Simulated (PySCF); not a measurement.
GeH₇Si₂, doublet, SMILES `[SiH3][SiH2][GeH2]`.

Computed with PySCF, TPSS/def2-SVPD, geometry: GFN2-xTB. No frequency check shows the geometry to be a minimum. The stability of the open-shell solution wasn't checked. GFN2-xTB bond lengths at metals and heavier atoms can be off by up to 0.1 Å and shapes distorted, which carries into these values. GFN2-xTB doesn't know the spin state, so this open-shell geometry is rough.

Geometry (Å), atoms numbered from 1:

```
Si1      2.3643   -0.4983   -0.0003
Si2      0.5790    0.9936    0.0005
Ge3     -1.5039   -0.1792    0.0016
H4       2.3713   -1.2922   -1.2298
H5       3.6603    0.1826    0.0863
H6       2.2759   -1.4131    1.1384
H7       0.5886    1.9016   -1.1565
H8       0.5888    1.9051    1.1548
H9      -1.2964   -1.2176   -1.1594
H10     -1.2690   -1.2655    1.1129
```

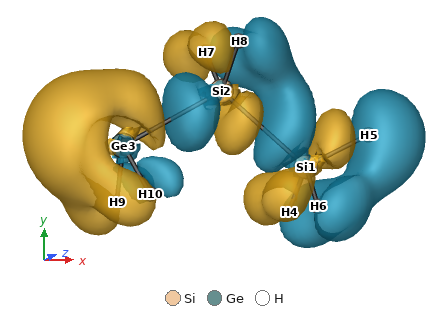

Change of the electron density in a uniform field of 0.21 V/Å, surfaces at ±0.0015 e/Å³ (yellow: gain, teal: loss).

The field was applied in both directions; the picture shows the one opposite to the script's first.

**Along which Cartesian direction does the field point?**

Along +x: electrons gather on the −x side, against the field.

**What dipole is induced, and what polarisability does it imply?**

The induced dipole is 1.34 D (along the field); α along this axis, from the fields in both directions, is 131 bohr³ (19.4 Å³).
